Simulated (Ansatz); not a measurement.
Results of LDA (plane waves, PAW; Ansatz, a quantum-chemistry and plane-wave program) for fluorite CdF2.

Numerical settings: plane-wave cutoff 520 eV, 12×12×12 k mesh, Fermi–Dirac smearing 0.01 eV, scalar-relativistic PAW data made under PBE.

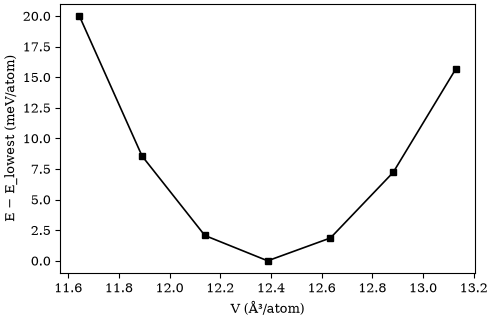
*Total energy against volume*

**Question.** From the curve, estimate the equilibrium volume and the bulk modulus.

**Answer.** V0 ≈ 12.4 Å³/atom and B0 ≈ 130 GPa; the fit gives V0 = 12.389 Å³/atom, B0 = 127 GPa, B′ = 4.8.
